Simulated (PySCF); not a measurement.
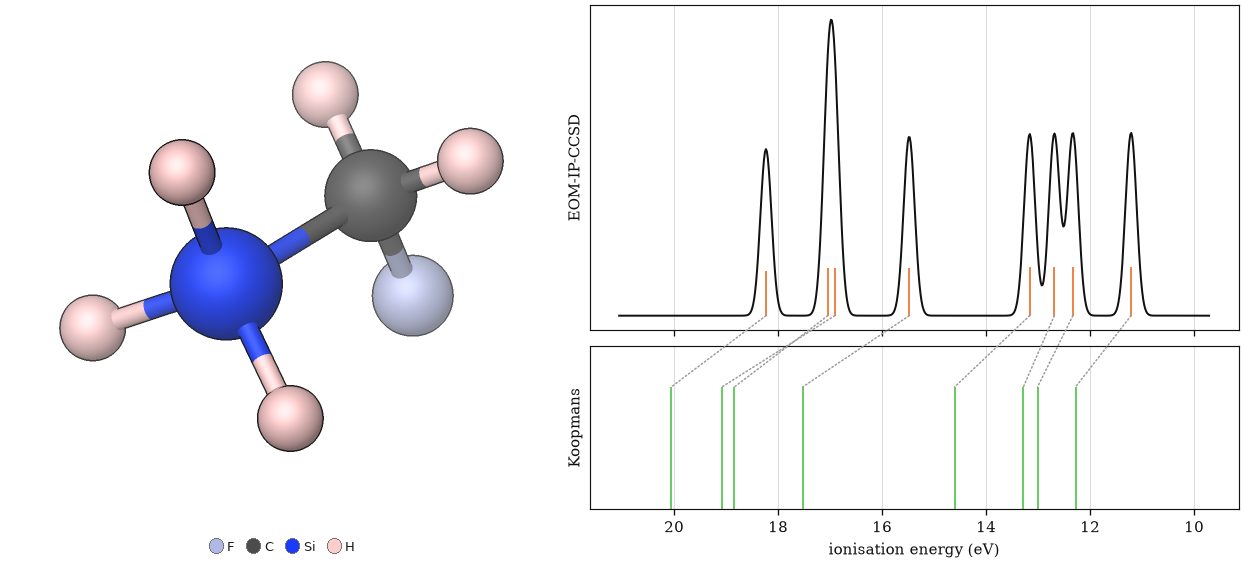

Valence photoelectron lines of CH₅FSi, SMILES FC[SiH3]: vertical EOM-IP-CCSD/aug-cc-pVDZ (frozen core, PySCF, at a PBE0-D3(BJ)/def2-SVP geometry (no frequency check); 8 lines, one for each of the 8 highest orbitals, so a line of a deeper orbital can be missing among them) above, Hartree-Fock orbital energies with the sign turned below, non-relativistic; dotted lines join each line to its leading orbital. Stick heights are one-hole weights (summed over degenerate lines), not cross-sections; Gaussian width 0.25 eV.

> Do correlation and relaxation change the order of the lines?

Only among lines under 0.15 eV apart or orbitals under 0.1 eV apart: the order is HOMO, HOMO−1, HOMO−2, HOMO−3, HOMO−4, HOMO−6, HOMO−5, HOMO−7.

> List the lines.

```
  hole  EOM-IP-CCSD (eV)  Koopmans (eV)  one-hole weight
  HOMO             11.21          12.28             0.96
HOMO-1             12.33          13.01             0.95
HOMO-2             12.69          13.28             0.95
HOMO-3             13.16          14.61             0.95
HOMO-4             15.48          17.53             0.94
HOMO-6             16.91          19.08             0.94
HOMO-5             17.04          18.84             0.94
HOMO-7             18.23          20.06             0.87
```

Note: small basis, so the lines can lie some tenths of an eV too low.
